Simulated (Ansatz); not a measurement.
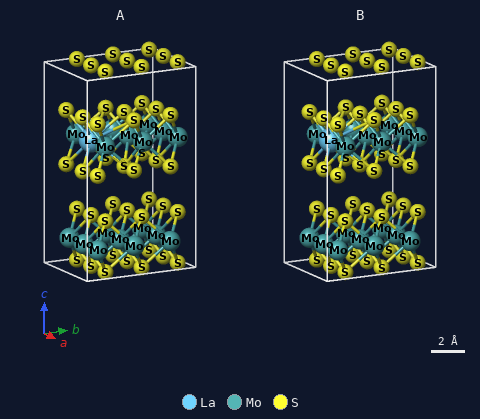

Two geometries of a defect cell of composition LaMo₁₇S₃₆ (cell charge −1), drawn at one scale. One is the start of a relaxation, the other its converged end. The picture is a ball-and-stick view of the cell of the calculation (origin shifted), seen slightly off an axis.

These are results of DFT, PBE, plane-wave PAW, default files, scalar-relativistic (Ansatz), not measurements. Settings: plane-wave cutoff 420 eV; k-point mesh 3 × 3 × 2; occupations fermi dirac; smearing width 0.01 eV; no spin polarisation; atoms relaxed in a fixed cell; force threshold 0.03 eV/Å; at most 40 steps.

> Which of the two is the end point?

Structure A is the relaxed one. The largest moves, 0.30 Å, are those of S atoms. By element the largest moves are S 0.30 Å, Mo 0.09 Å. La stays in place. The cell stays as it was. Some distances before and after: La–S 2.408 → 2.686 Å, Mo–Mo 3.169 → 3.009 Å, La–Mo 3.169 → 3.249 Å, Mo–S 2.408 → 2.363 Å. Bond angles that change, for instance: S–Mo–S 82.3° → 75.7°, S–Mo–S 81.1° → 87.1°, S–La–S 81.1° → 76.5°. Over 3 accepted moves (4 points after the start) the energy falls by 3.510 eV per cell of the calculation. Largest force component: 3.1 eV/Å at the start, 0.019 eV/Å at the end. 1 step only repeated the SCF at the same geometry. The run took 8.3 min on 4 threads of Arm Neoverse V1 (shared host), peak memory 6.1 GiB.

Limits of the set-up: the cell is charged, on a uniform background, and energies carry no finite-size correction.
